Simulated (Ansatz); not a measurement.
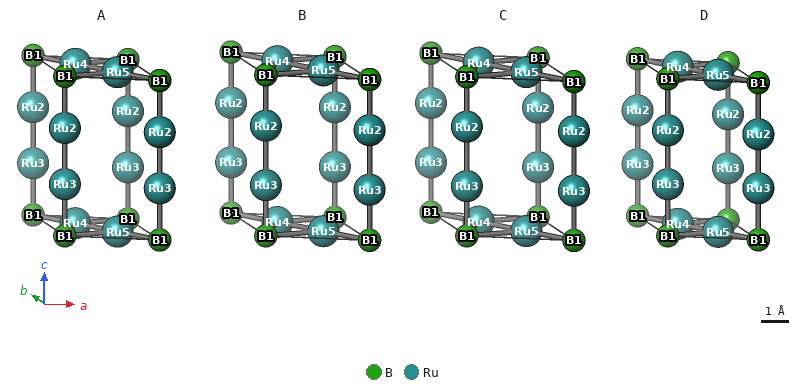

4 geometries from one relaxation of solid BRu₄ (a generated structure, set up in P6/mmm) (coarse preliminary run), in shuffled order. A ball-and-stick model of the cell of the calculation, seen slightly off an axis.

Computed with DFT PBE, scalar-relativistic, plane waves, PAW in Ansatz 0.2.0. (plane-wave cutoff 420 eV; k-point mesh 6 × 6 × 4; occupations gaussian; smearing width 0.1 eV; no spin polarisation; cell and atoms relaxed; force threshold 0.04 eV/Å; at most 70 steps)

> Order the frames from highest to lowest energy.

D, A, B, C. They are steps 0, 1, 3, 10, at +2019 meV per atom, +913 meV per atom, +76.1 meV per atom relative to the last. The energy falls by 2019 meV per atom in 8 accepted moves (10 points after the start). Largest force component: 3 eV/Å at the start, 0.0033 eV/Å at the end. The pressure goes from 135.33 to −0.08 GPa. The SCF was repeated twice at an unchanged geometry on a basis and grid sized afresh for the cell, which shifted the energy by 43.6 meV per atom at most. The largest moves relative to the cell, 0.094 Å, are those of Ru2 and Ru3. Ru2 goes along +c. B stays in place. The drawn cell changes as follows: a = b 3.444 → 4.076 Å (+18.4 %), c 6.033 → 6.106 Å (+1.2 %); the volume changes by +41.8 %. Near-neighbour distances that change, for instance: B1–Ru4 1.988 → 2.353 Å, Ru4–Ru5 1.988 → 2.353 Å, Ru2–Ru4 2.807 → 3.031 Å, Ru2–Ru3 2.071 → 2.285 Å. The space group stays P6/mmm (No. 191). The run took 47 s on 1 thread of Intel(R) Xeon(R) Processor @ 2.70GHz, with other jobs on the host, peak memory 0.41 GiB.
